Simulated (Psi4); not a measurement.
# SiNH4: single-point calculation (part 1 of 2)

The run: single-point calculation of SiNH4, multiplicity 2. Method and program: SCS-OMP2/cc-pCVDZ, UHF, DKH3 (Psi4 1.11).

The geometry comes from this level: PBE0-D4/def2-TZVP.

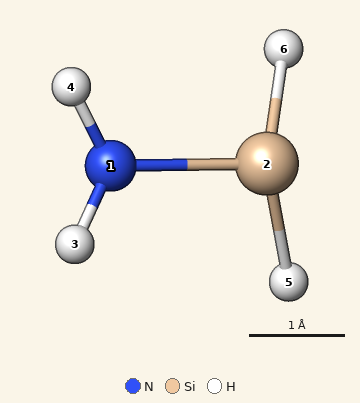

**Figure 1.** The structure (ball-and-stick view, seen at a tilt; atoms are numbered from 1 in the order of the input).

## The input (run.py)
```python
import psi4

psi4.set_memory(1600000000)
psi4.set_num_threads(1)
psi4.set_output_file('psi4.out', False)

with open('h4nsi.xyz') as f:
    atoms = ''.join(f.readlines()[2:])
geom = psi4.geometry('0 2\n' + atoms + '')

options = {'basis': 'cc-pCVDZ', 'reference': 'uhf', 'scf_type': 'pk', 'mp2_type': 'conv', 'relativistic': 'dkh', 'dkh_order': 3}
psi4.set_options(options)

e_tot, wfn = psi4.energy("scs-omp2", molecule=geom, return_wfn=True)
print('E =', round(e_tot, 9))
```

## File h4nsi.xyz
```
6
H4NSi
N     -0.062300    -0.863500     0.020900
Si     0.307400     0.815300     0.161600
H      0.565000    -1.475900    -0.476400
H     -0.503600    -1.346500     0.787600
H      0.657400     1.307800    -1.204100
H     -0.921600     1.498900     0.664300
```

Command:
```bash
python run.py
```

## What the program printed
```
Psi4 1.11 release

Relativistic analytic gradients are not implemented yet, re-routing to finite differences.

   => Loading Basis Set <=

    Name: CC-PCVDZ
    Role: ORBITAL
    Keyword: BASIS

         ---------------------------------------------------------
                                   SCF
                              UHF Reference
                        1 Threads,   1525 MiB Core
         ---------------------------------------------------------

  ==> Geometry <==

    Molecular point group: c1
    Full point group: C1

    Geometry (in Angstrom), charge = 0, multiplicity = 2:

       Center              X                  Y                   Z               Mass
    ------------   -----------------  -----------------  -----------------  -----------------
         N           -0.225810456790    -1.096097444378    -0.078713501592    14.003074004430
         SI           0.143889543210     0.582702555622     0.061986498408    27.976926534650
         H            0.401489543210    -1.708497444378    -0.576013501592     1.007825032230
         H           -0.667110456790    -1.579097444378     0.687986498408     1.007825032230
         H            0.493889543210     1.075202555622    -1.303713501592     1.007825032230
         H           -1.085110456790     1.266302555622     0.564686498408     1.007825032230

  Running in c1 symmetry.

  Rotational constants: A =      3.09355  B =      0.46169  C =      0.42240 [cm^-1]
  Rotational constants: A =  92742.30220  B =  13841.06886  C =  12663.14855 [MHz]
  Nuclear repulsion =   57.591071215368189

  Charge       = 0
  Multiplicity = 2
  Electrons    = 25
  Nalpha       = 13
  Nbeta        = 12

  ==> Algorithm <==

  SCF Algorithm Type is PK.
  DIIS enabled.
  MOM disabled.
  Fractional occupation disabled.
  Guess Type is SAD.
  Energy threshold   = 1.00e-08
  Density threshold  = 1.00e-08
  Integral threshold = 1.00e-12

  ==> Primary Basis <==

  Basis Set: CC-PCVDZ
    Blend: CC-PCVDZ
    Number of shells: 31
    Number of basis functions: 65
    Number of Cartesian functions: 68
    Spherical Harmonics?: true
    Max angular momentum: 2

   => Loading Basis Set <=

    Name: (CC-PCVDZ AUX)
    Role: DECON
    Keyword: BASIS_RELATIVISTIC

  ==> Integral Setup <==

  Using in-core PK algorithm.
   Calculation information:
      Number of atoms:                   6
      Number of AO shells:              31
      Number of primitives:             97
      Number of atomic orbitals:        68
      Number of basis functions:        65

      Integral cutoff                 1.00e-12
      Number of threads:                 1

  Performing in-core PK
  Using 4603170 doubles for integral storage.
  We computed 121204 shell quartets total.
  Whereas there are 123256 unique shell quartets.

  ==> DiskJK: Disk-Based J/K Matrices <==

    J tasked:                  Yes
    K tasked:                  Yes
    wK tasked:                  No
    Memory [MiB]:             1144
    Schwarz Cutoff:          1E-12

    Computing 3-order Douglas-Kroll-Hess integrals.
    Adding Douglas-Kroll-Hess corrections to the potential integrals.
  Minimum eigenvalue in the overlap matrix is 1.5327019200E-02.
  Reciprocal condition number of the overlap matrix is 3.4227406464E-03.
    Using symmetric orthogonalization.

  ==> Pre-Iterations <==

  SCF Guess: Superposition of Atomic Densities via on-the-fly atomic UHF (no occupation information).

   -------------------------
    Irrep   Nso     Nmo
   -------------------------
     A         65      65
   -------------------------
    Total      65      65
   -------------------------

  ==> Iterations <==

                        Total Energy        Delta E     RMS |[F,P]|

   @UHF iter SAD:  -345.57068764307138   -3.45571e+02   0.00000e+00
   @UHF iter   1:  -346.16062890261037   -5.89941e-01   6.39529e-03 ADIIS/DIIS
   @UHF iter   2:  -346.22272893319166   -6.21000e-02   3.46435e-03 ADIIS/DIIS
   @UHF iter   3:  -346.24425666018499   -2.15277e-02   5.87903e-04 ADIIS/DIIS
   @UHF iter   4:  -346.24573458247789   -1.47792e-03   1.66560e-04 ADIIS/DIIS
   @UHF iter   5:  -346.24589703074230   -1.62448e-04   5.28846e-05 DIIS
   @UHF iter   6:  -346.24592455061247   -2.75199e-05   1.87911e-05 DIIS
   @UHF iter   7:  -346.24592823002183   -3.67941e-06   5.74979e-06 DIIS
   @UHF iter   8:  -346.24592852987445   -2.99853e-07   1.88054e-06 DIIS
   @UHF iter   9:  -346.24592856176884   -3.18944e-08   6.77436e-07 DIIS
   @UHF iter  10:  -346.24592856647371   -4.70487e-09   2.60023e-07 DIIS
   @UHF iter  11:  -346.24592856725286   -7.79153e-10   8.64706e-08 DIIS
   @UHF iter  12:  -346.24592856733432   -8.14566e-11   3.12543e-08 DIIS
   @UHF iter  13:  -346.24592856734483   -1.05160e-11   1.15386e-08 DIIS
   @UHF iter  14:  -346.24592856734625   -1.42109e-12   4.01653e-09 DIIS
  Energy and wave function converged.

  ==> Post-Iterations <==

   @Spin Contamination Metric:   5.658518652E-03
   @S^2 Expected:                7.500000000E-01
   @S^2 Observed:                7.556585187E-01
   @S   Expected:                5.000000000E-01
   @S   Observed:                5.000000000E-01

    Orbital Energies [Eh]
    ---------------------

    Alpha Occupied:

       1A    -68.928332     2A    -15.554582     3A     -6.158757
       4A     -4.242635     5A     -4.234715     6A     -4.234378
       7A     -1.144685     8A     -0.717916     9A     -0.659263
      10A     -0.540571    11A     -0.474708    12A     -0.465492
      13A     -0.298631

    Alpha Virtual:

      14A      0.146901    15A      0.187740    16A      0.222716
      17A      0.243694    18A      0.250215    19A      0.407861
      20A      0.430538    21A      0.451347    22A      0.503577
      23A      0.541948    24A      0.568342    25A      0.620541
      26A      0.621459    27A      0.770675    28A      0.815879
      29A      0.926934    30A      0.957926    31A      1.055679
      32A      1.071444    33A      1.198663    34A      1.217293
      35A      1.407328    36A      1.411724    37A      1.579028
      38A      1.640469    39A      1.759872    40A      1.796146
      41A      1.859863    42A      1.911814    43A      2.031343
      44A      2.151600    45A      2.237008    46A      2.276826
      47A      2.360472    48A      2.588524    49A      2.596619
      50A      2.768306    51A      3.115013    52A      3.284641
      53A      6.966750    54A      7.186971    55A      7.328965
      56A     10.408891    57A     10.413186    58A     10.417100
      59A     10.430916    60A     10.436235    61A     11.141606
      62A     26.463098    63A     30.454372    64A     30.984048
      65A     31.348161

    Beta Occupied:

       1A    -68.922661     2A    -15.548523     3A     -6.150734
       4A     -4.231737     5A     -4.231152     6A     -4.222187
       7A     -1.127537     8A     -0.686931     9A     -0.655499
      10A     -0.521646    11A     -0.458707    12A     -0.408313

    Beta Virtual:

      13A      0.079772    14A      0.162877    15A      0.220641
      16A      0.233235    17A      0.251412    18A      0.258599
      19A      0.429299    20A      0.434574    21A      0.508331
      22A      0.521807    23A      0.562264    24A      0.600479
      25A      0.651032    26A      0.656884    27A      0.795060
      28A      0.835325    29A      0.930016    30A      0.967690
      31A      1.078346    32A      1.082608    33A      1.203122
      34A      1.228878    35A      1.413223    36A      1.416828
      37A      1.589824    38A      1.648942    39A      1.768135
      40A      1.801657    41A      1.868404    42A      1.914500
      43A      2.032356    44A      2.158735    45A      2.242688
      46A      2.290166    47A      2.363937    48A      2.599832
      49A      2.607000    50A      2.772501    51A      3.118844
      52A      3.287178    53A      6.988953    54A      7.190201
      55A      7.332941    56A     10.413785    57A     10.416991
      58A     10.421043    59A     10.432635    60A     10.438513
      61A     11.151817    62A     26.467563    63A     30.463013
      64A     30.985804    65A     31.349971

    Final Occupation by Irrep:
              A
    DOCC [    12 ]
    SOCC [     1 ]
    NA   [    13 ]
    NB   [    12 ]

  @UHF Final Energy:  -346.24592856734625

   => Energetics <=

    Nuclear Repulsion Energy =             57.5910712153681885
    One-Electron Energy =                -592.8537065891015345
    Two-Electron Energy =                 189.0167068063870488
    Total Energy =                       -346.2459285673463114

  UHF NO Occupations:
  HONO-2 :   11  A 1.9995793
  HONO-1 :   12  A 1.9978004
  HONO-0 :   13  A 1.0000000
  LUNO+0 :   14  A 0.0021996
  LUNO+1 :   15  A 0.0004207
  LUNO+2 :   16  A 0.0000815
  LUNO+3 :   17  A 0.0000716

Computation Completed

Properties will be evaluated at   0.000000,   0.000000,   0.000000 [a0]

Properties computed using the SCF density matrix

 Multipole Moments:

 ------------------------------------------------------------------------------------
     Multipole            Electronic (a.u.)      Nuclear  (a.u.)        Total (a.u.)
 ------------------------------------------------------------------------------------

 L = 1.  Multiply by 2.5417464519 to convert [e a0] to [Debye]
 Dipole X            :          0.9966972           -0.7994702            0.1972269
 Dipole Y            :          0.3482883           -0.8710430           -0.5227547
 Dipole Z            :          0.8064207           -0.5862640            0.2201567
 Magnitude           :                                                    0.6005330

 ------------------------------------------------------------------------------------

	total time  =          3 seconds =       0.05 minutes
   => Loading Basis Set <=

    Name: (CC-PCVDZ AUX)
    Role: DECON
    Keyword: BASIS_RELATIVISTIC

 MINTS: Wrapper to libmints.

   Calculation information:
      Number of threads:                 1
      Number of atoms:                   6
      Number of AO shells:              31
      Number of SO shells:              31
      Number of primitives:             97
      Number of atomic orbitals:        68
      Number of basis functions:        65

      Number of irreps:                  1
      Integral cutoff                 1.00e-12
      Number of functions per irrep: [  65 ]

 OEINTS: Overlap, kinetic, potential, dipole, and quadrupole integrals
         stored in file 35.

      Computing two-electron integrals...done
      Computed 2163378 non-zero two-electron integrals.
        Stored in file 33.
```
